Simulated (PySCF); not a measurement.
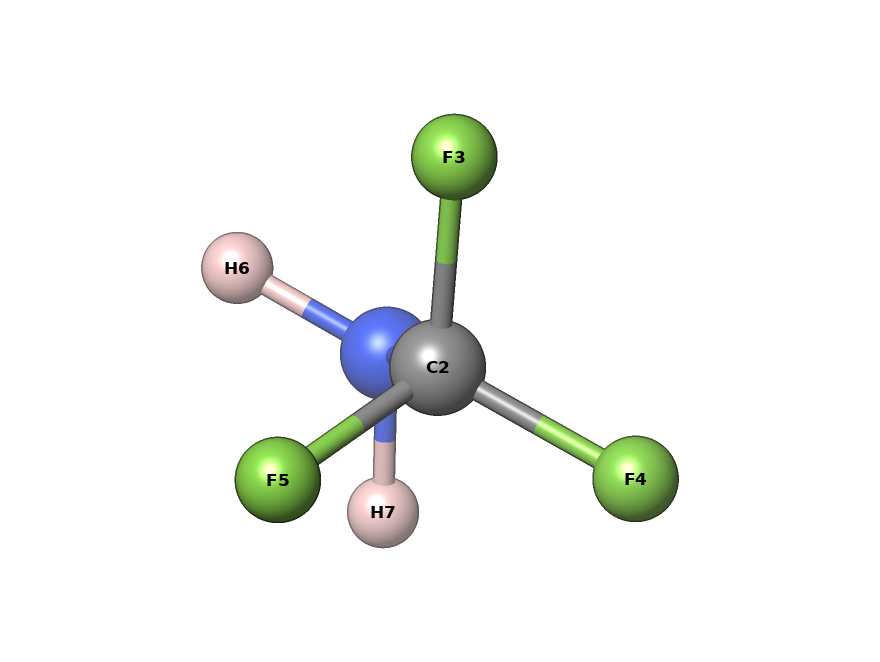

N1 lies behind C2. The molecule seen a little off the C2–N1 bond, C2 in front. Distant atoms are faded towards the background colour. The geometry was computed by an optimisation with PBE0-D3(BJ)/def2-SVP. No frequency run is at hand to confirm it as a minimum.

### What is the torsion angle F3–C2–N1–H6? The sign is positive where the front bond must turn clockwise to cover the back bond.

−59°, synclinal (gauche).
